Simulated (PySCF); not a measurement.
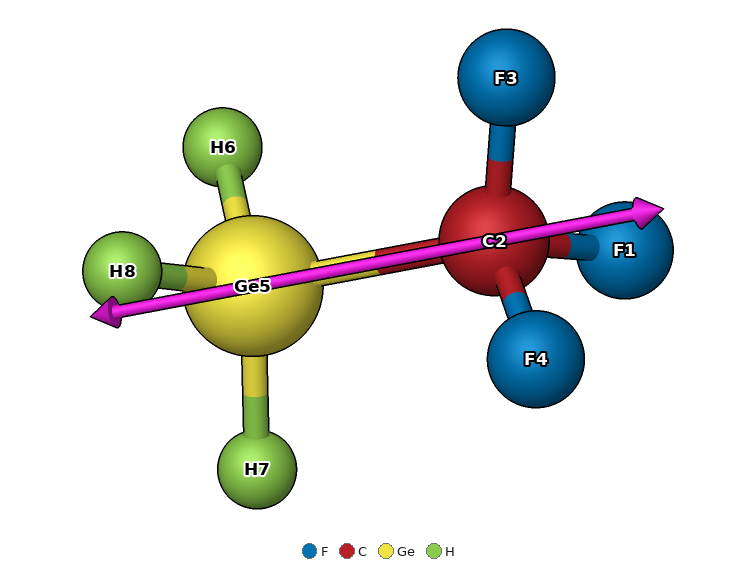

The double arrow shows the direction of the transition dipole to excited singlet state 4 (its length means nothing). The geometry was computed by an optimisation with GFN2-xTB. No frequency run is at hand to confirm it as a minimum. Properties computed with TDDFT CAM-B3LYP/def2-SVPD, vertical, gas phase, core orbitals frozen in the response (PySCF 2.14.0).

> How is the transition polarised?

Nearly parallel to the C2–Ge5 bond.

> Give its energy, strength and character.

9.31 eV (133 nm), oscillator strength 0.37, of mixed character, with the largest part HOMO → LUMO+1 (weight 0.49); transition dipole 3.25 D.

The geometry is semi-empirical. Around Ge such bond lengths and angles can be off by a tenth of an ångström or more and by several degrees, and values that hang on the shape move with them.
